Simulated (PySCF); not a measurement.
# One shape, several levels: SbH2Br (SMILES [H][Sb]([H])[Br])

We compute a comparison of 6 runs (M06-2X/STO-6G, PBE/STO-6G, CCSDT(Q)/STO-6G, CCSDT/STO-6G, CISD/STO-6G, UCCSD(T)/STO-6G) of SbH2Br. Input form: a Python script.

The results are computed with PySCF 2.14.0.

4 further runs of the same task are left out: 4 set aside as unsound or not needed.

### Step 1. The molecule

SbH2Br has 4 atoms, charge 0, and is taken as a singlet. As SMILES, `[H][Sb]([H])[Br]`. The Sb1–H2 distance was set to 3.070 Å, away from the relaxed value. At this shape a bond of the SMILES string is far longer than usual.

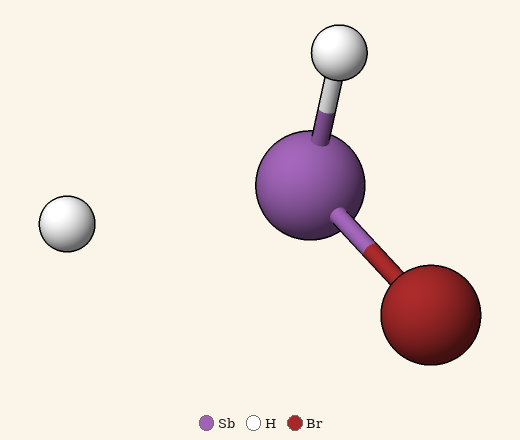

Viewed from a chosen angle; antimony purple, hydrogen white, bromine red.

### Step 2. A single-point energy at M06-2X/STO-6G (run 1)

The input, job.py:

```python
from pyscf import gto, dft

system = gto.Mole()
system.atom = '''
Sb    -1.916135     0.347840     3.154131
H      2.755296     0.233003    -0.284744
H     -3.158139     2.587978     1.196979
Br    -3.909721    -3.015702     0.518889
'''
system.charge = 0
system.verbose = 4
system.unit = 'bohr'
system.basis = 'sto-6g'
system.spin = 0
system.max_memory = 1860
system.build()

mf = dft.RKS(system)
mf.xc = 'm06-2x'
mf.conv_tol = 1e-10
mf.grids.level = 5
mf.kernel()
if not mf.converged:
    mf = mf.newton().run(mf.mo_coeff, mf.mo_occ)

etot = mf.e_tot
print(f'total energy: {etot:.8f} hartree')
```

Run with:

```bash
$ OMP_NUM_THREADS=1 python job.py
```

Log:

```text
PySCF version 2.14.0

[INPUT] num. atoms = 4
[INPUT] num. electrons = 88
[INPUT] charge = 0
[INPUT] spin (= nelec alpha-beta = 2S) = 0
[INPUT] symmetry False subgroup None
[INPUT] Mole.unit = bohr
[INPUT] Symbol           X                Y                Z      unit          X                Y                Z       unit  Magmom
[INPUT]  1 Sb    -1.013974975046   0.184069001046   1.669094245456 AA   -1.916135000000   0.347840000000   3.154131000000 Bohr   0.0
[INPUT]  2 H      1.458039852539   0.123299877676  -0.150680035746 AA    2.755296000000   0.233003000000  -0.284744000000 Bohr   0.0
[INPUT]  3 H     -1.671215187718   1.369498979962   0.633414008750 AA   -3.158139000000   2.587978000000   1.196979000000 Bohr   0.0
[INPUT]  4 Br    -2.068935254255  -1.595840773326   0.274584233797 AA   -3.909721000000  -3.015702000000   0.518889000000 Bohr   0.0

nuclear repulsion = 414.173615695419
number of shells = 21
number of NR pGTOs = 282
number of NR cGTOs = 47
basis = sto-6g
ecp = {}

[... 70 lines left out ...]
converged SCF energy = -8848.17640948701
total energy: -8848.17640949 hartree
```

Wall time 20 s (1 thread of Arm Neoverse V1, shared host); peak memory 0.32 GiB.

### Step 3. The energy at PBE/STO-6G (run 2)

The input, input.py:

```python
from pyscf import gto, dft

system = gto.M(
    atom='''
Sb  -1.013975   0.184069   1.669094
H    1.458040   0.123300  -0.150680
H   -1.671215   1.369499   0.633414
Br  -2.068935  -1.595841   0.274584
''',
    basis='sto-6g',
    verbose=4,
    max_memory=1860,
)

myscf = dft.RKS(system, xc='pbe')
myscf.conv_tol = 1e-10
myscf.grids.level = 5
myscf.kernel()
if not myscf.converged:
    myscf = myscf.newton().run(myscf.mo_coeff, myscf.mo_occ)

energy = myscf.e_tot
print('E(%s) = %.9f' % ('PBE', energy))
```

Run with:

```bash
$ OMP_NUM_THREADS=1 python input.py
```

Log:

```text
PySCF version 2.14.0

[INPUT] num. atoms = 4
[INPUT] num. electrons = 88
[INPUT] charge = 0
[INPUT] spin (= nelec alpha-beta = 2S) = 0
[INPUT] symmetry False subgroup None
[INPUT] Mole.unit = angstrom
[INPUT] Symbol           X                Y                Z      unit          X                Y                Z       unit  Magmom
[INPUT]  1 Sb    -1.013975000000   0.184069000000   1.669094000000 AA   -1.916135047156   0.347839998023   3.154130536155 Bohr   0.0
[INPUT]  2 H      1.458040000000   0.123300000000  -0.150680000000 AA    2.755296278661   0.233003231159  -0.284743932449 Bohr   0.0
[INPUT]  3 H     -1.671215000000   1.369499000000   0.633414000000 AA   -3.158138645265   2.587978037866   1.196978983465 Bohr   0.0
[INPUT]  4 Br    -2.068935000000  -1.595841000000   0.274584000000 AA   -3.909720519527  -3.015702428352   0.518888558188 Bohr   0.0

nuclear repulsion = 414.173611657787
number of shells = 21
number of NR pGTOs = 282
number of NR cGTOs = 47
basis = sto-6g
ecp = {}

[... 66 lines left out ...]
converged SCF energy = -8846.97018736952
E(PBE) = -8846.970187370
```

Wall time 13 s (1 thread of Arm Neoverse V1, shared host); peak memory 0.32 GiB.

Runs 3 to 5 aren't shown in full; the table further down has their settings and results.

### Step 4. The energy at UCCSD(T)/STO-6G (run 6)

The input, run.py:

```python
from pyscf import gto, scf, cc

system = gto.M(
    atom='Sb -1.013975 0.184069 1.669094; H 1.458040 0.123300 -0.150680; H -1.671215 1.369499 0.633414; Br -2.068935 -1.595841 0.274584',
    verbose=4,
    max_memory=1860,
    basis='sto-6g',
    charge=0,
)

mf = scf.UHF(system)
mf.conv_tol = 1e-10
mf.kernel()
if not mf.converged:
    mf = mf.newton().run(mf.mo_coeff, mf.mo_occ)
for _ in range(3):
    mo, _, stable, _ = mf.stability(return_status=True)
    if stable:
        break
    mf.kernel(mf.make_rdm1(mo, mf.mo_occ))

mycc = cc.CCSD(mf, frozen=27)
mycc.kernel()
e_t = mycc.ccsd_t()
etot = mycc.e_tot + e_t
print('E = %.10f Eh' % etot)
```

Run with:

```bash
$ OMP_NUM_THREADS=1 python run.py
```

Log:

```text
PySCF version 2.14.0

[INPUT] num. atoms = 4
[INPUT] num. electrons = 88
[INPUT] charge = 0
[INPUT] spin (= nelec alpha-beta = 2S) = 0
[INPUT] symmetry False subgroup None
[INPUT] Mole.unit = angstrom
[INPUT] Symbol           X                Y                Z      unit          X                Y                Z       unit  Magmom
[INPUT]  1 Sb    -1.013975000000   0.184069000000   1.669094000000 AA   -1.916135047156   0.347839998023   3.154130536155 Bohr   0.0
[INPUT]  2 H      1.458040000000   0.123300000000  -0.150680000000 AA    2.755296278661   0.233003231159  -0.284743932449 Bohr   0.0
[INPUT]  3 H     -1.671215000000   1.369499000000   0.633414000000 AA   -3.158138645265   2.587978037866   1.196978983465 Bohr   0.0
[INPUT]  4 Br    -2.068935000000  -1.595841000000   0.274584000000 AA   -3.909720519527  -3.015702428352   0.518888558188 Bohr   0.0

nuclear repulsion = 414.173611657787
number of shells = 21
number of NR pGTOs = 282
number of NR cGTOs = 47
basis = sto-6g
ecp = {}

[... 77 lines left out ...]
converged SCF energy = -8844.27413676995  <S^2> = 6.8371264e-10  2S+1 = 1
[... 64 lines left out ...]
converged SCF energy = -8844.39511350785  <S^2> = 0.96877757  2S+1 = 2.2079652
[... 14 lines left out ...]
Init t2, MP2 energy = -0.0254803504920453
[... 29 lines left out ...]
UCCSD converged
[... 2 lines left out ...]
E = -8844.4391643835 Eh
```

Wall time 6 s (1 thread of Arm Neoverse V1, shared host); peak memory 0.13 GiB.

### Step 5. The series

```csv
run,level,integration grid,frozen core orbitals,energy (Eh),dipole moment (D) of the reference,HOMO energy (eV),LUMO energy (eV),wall time
1,M06-2X/STO-6G,5,–,-8848.176409,1.42,-4.88,-0.52,20 s
2,PBE/STO-6G,5,–,-8846.970187,1.21,-3.22,-1.69,13 s
3,CCSDT(Q)/STO-6G,–,27,-8844.441055,1.86,-5.56,1.61,25 s
4,CCSDT/STO-6G,–,27,-8844.441086,1.86,-5.56,1.61,9.6 s
5,CISD/STO-6G,–,27,-8844.426142,1.86,-5.56,1.61,4.5 s
6,UCCSD(T)/STO-6G,–,27,-8844.439164,1.94,-6.67,3.42,6 s
```

### Step 6. What came out

| quantity | value |
| --- | --- |
| run 6: total energy | -8844.43916 Eh |
| run 6: dipole moment (Hartree–Fock density) | 1.94 D |
| run 6: HOMO energy (Hartree–Fock orbitals) | -6.67 eV |
| run 6: LUMO energy (Hartree–Fock orbitals) | 3.42 eV |
| run 6: HOMO–LUMO gap (Hartree–Fock orbitals) | 10.09 eV |
| run 6: correlation energy (27 core orbitals frozen) | -44.1 mEh |
| run 6: (T) correction | -1.18 mEh |
| run 6: ⟨S²⟩ of the reference determinant | 0.969 |
| run 6: T1 diagnostic | 0.022 |

Totals of different functionals can't be ranked against each other. In runs 1, 2, 3, 4, 5, 6 the basis is minimal, so the values are rough. In runs 1, 2, 5 a closed-shell determinant meets a far-stretched bond, which it describes badly. In runs 1, 2, 3, 4, 5, 6 relativity is left out where basis or elements ask for it. Spin contamination of the reference: run 6 ⟨S²⟩ = 0.97. Where it is this large, the reference is a mixture of spin states, and values that rest on it are in doubt. All runs together took 78 s, the longest 25 s.
